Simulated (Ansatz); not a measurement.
**Run report: SnNH7O2, frequency calculation**

The run: frequency calculation of SnNH7O2. Method and program: RKS B3LYP-D4/def2-SVP (Ansatz 0.2.0).

It belongs to a series of runs on one base structure; here: vibrations at the highest image of the band. Figures and captions count atoms from 1; the log counts them from 0 in places.

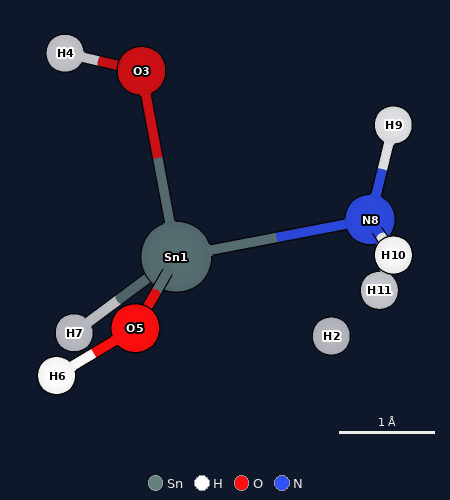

Figure 1. The structure as given in the input (ball-and-stick view, seen at a tilt; atoms are numbered from 1 in the order of the input). Sticks mark near contacts.

Input
```yaml
crystal:
  periodic: [false, false, false]
  atoms:
    - { symbol: Sn, position_ang: [0.180597, 0.247745, 0.0276] }
    - { symbol: H, position_ang: [0.083099, 0.077439, 2.240253] }
    - { symbol: O, position_ang: [1.927986, -0.195245, -0.835835] }
    - { symbol: H, position_ang: [1.918982, -1.053888, -1.280988] }
    - { symbol: O, position_ang: [-0.910333, 1.593713, -0.974091] }
    - { symbol: H, position_ang: [-1.639648, 1.188871, -1.463898] }
    - { symbol: H, position_ang: [-0.757648, -1.207066, 0.00504] }
    - { symbol: "N", position_ang: [1.105462, 1.816257, 1.199005] }
    - { symbol: H, position_ang: [2.120607, 1.87387, 1.066763] }
    - { symbol: H, position_ang: [0.704184, 2.748145, 1.052378] }
    - { symbol: H, position_ang: [0.591211, 0.949158, 2.101272] }
basis:
  gaussian: { orbitals: def2-SVP }
hamiltonian:
  xc: b3lyp
  dispersion: d4
phonons: {}
```

Hardware: 2 threads of Arm Neoverse V2, 24 GiB of memory available, shared host.

Command:
```bash
ansatz run input.yaml --threads 2 --pin off --max-ram 3072MiB --backend cpu --events-out ev --progress --plain --runs-dir out
```

Output
```
Engine: ansatz 0.2.0, aarch64-unknown-linux-gnu
Functional definition: B3LYP
  parameter a0 = 0.2
  parameter ax = 0.72
  parameter ac = 0.81
  exchange = (1 - a0 - ax)*slater_x + ax*b88_x + a0*exact_x
  correlation = (1 - ac)*vwn_rpa_c + ac*lyp_c
1191 factors; integrals over basis functions are off by at most 4.7e-4 eV
mean field evaluation 1: about -11510.3870 eV, gradient 9.0e1 eV
mean field evaluation 2: about -11450.0612 eV, gradient 1.9e2 eV
mean field evaluation 4: about -11524.9670 eV, gradient 1.6e1 eV
mean field evaluation 8: about -11525.5047 eV, gradient 3.6e-1 eV
mean field evaluation 16: about -11525.5050 eV, gradient 7.5e-5 eV
mean field -11525.50502587 eV, -423.5544974329 hartree, gradient 7.5e-5 eV, S^2 0.000000; 0 other end points of the search recorded, 0 dependent functions left out
the calculation of the forces begins
reference -11525.50529533 eV, -423.5545073355 hartree; 26, 26 occupied and 77, 77 virtual orbitals, 1191 factors
these checks for a lower state are left out or cut short: stability, starts, cluster_reference, orbital_swaps, neighbouring_geometries, increment
1191 factors; integrals over basis functions are off by at most 4.7e-4 eV
mean field -11525.50491917 eV, -423.5544935115 hartree, gradient 1.7e-6 eV, S^2 0.000000; 0 other end points of the search recorded, 0 dependent functions left out
[... from here on the field's lines of each further geometry are left out, up to the last ...]
the calculation of the forces begins
reference -11525.50522064 eV, -423.5545045905 hartree; 26, 26 occupied and 77, 77 virtual orbitals, 1191 factors
these checks for a lower state are left out or cut short: stability, starts, cluster_reference, orbital_swaps, neighbouring_geometries, increment
1191 factors; integrals over basis functions are off by at most 4.7e-4 eV
mean field -11525.50506341 eV, -423.5544988126 hartree, gradient 2.0e-6 eV, S^2 0.000000; 0 other end points of the search recorded, 0 dependent functions left out
the calculation of the forces begins
reference -11525.50533285 eV, -423.5545087140 hartree; 26, 26 occupied and 77, 77 virtual orbitals, 1191 factors
WARN: phonons: modes at or below zero, which the zero-point energy, F, S and C_V leave out: 1, the lowest at -1516.36 cm⁻¹. A minimum has none, and a first-order saddle one
Total energy: -11525.84728010 eV, -423.5670750438 hartree
Atom 0 at     0.180597     0.247745     0.027600 Å, force     0.002694     0.014221     0.010631 eV/Å
Atom 1 at     0.083099     0.077439     2.240253 Å, force    -0.006425    -0.005626     0.011664 eV/Å
Atom 2 at     1.927986    -0.195245    -0.835835 Å, force    -0.000294    -0.002982    -0.004290 eV/Å
Atom 3 at     1.918982    -1.053888    -1.280988 Å, force     0.001551     0.001456    -0.001169 eV/Å
Atom 4 at    -0.910333     1.593713    -0.974091 Å, force     0.000310    -0.013293     0.003352 eV/Å
Atom 5 at    -1.639648     1.188871    -1.463898 Å, force    -0.000503     0.006036    -0.001832 eV/Å
Atom 6 at    -0.757648    -1.207066     0.005040 Å, force     0.002861     0.002501    -0.003669 eV/Å
Atom 7 at     1.105462     1.816257     1.199005 Å, force     0.008801    -0.008947    -0.008835 eV/Å
Atom 8 at     2.120607     1.873870     1.066763 Å, force     0.000247    -0.001793     0.000344 eV/Å
Atom 9 at     0.704184     2.748145     1.052378 Å, force    -0.006692    -0.000627     0.003528 eV/Å
Atom 10 at     0.591211     0.949158     2.101272 Å, force    -0.002550     0.009054    -0.009723 eV/Å
Dipole moment:    -0.093285    -0.133772    -0.130528 e Å
Vibrations: -1516.36 91.09 150.09 155.07 205.59 260.65 305.96 315.18 478.91 572.16 590.26 598.64 619.65 725.91 795.32 837.42 851.71 868.39 1437.54 1487.15 1613.95 1751.83 1824.19 3445.25 3555.93 3826.15 3828.50 cm⁻¹, zero-point energy 1.933689 eV
```

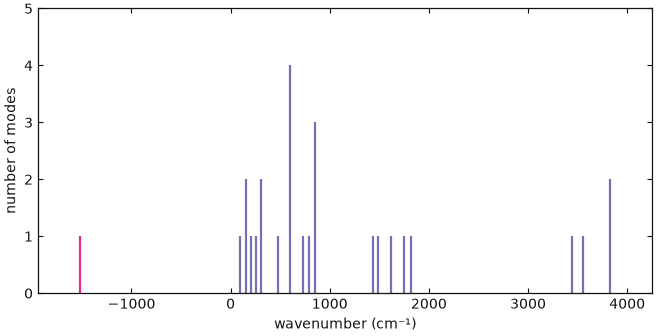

Figure 2. Harmonic vibrational wavenumbers from the force constants; neighbouring modes closer than 24 cm⁻¹ are counted in one stick, and imaginary ones are drawn at negative wavenumbers. 27 modes from 1516i to 3828 cm⁻¹, 1 imaginary beyond 8i (1516i cm⁻¹): a first-order saddle point, if the geometry is stationary.

Results in brief

```json
{"quantity": "outcome", "value": "converged"}
{"quantity": "total energy", "value": "−11525.8473 eV"}
{"quantity": "mean-field energy", "value": "−11525.5053 eV"}
{"quantity": "largest force (length of the vector)", "value": "0.018 eV/Å"}
{"quantity": "wall time", "value": "1.9 min (CPU time 3.7 min)"}
{"quantity": "peak memory", "value": "0.23 GiB"}
```
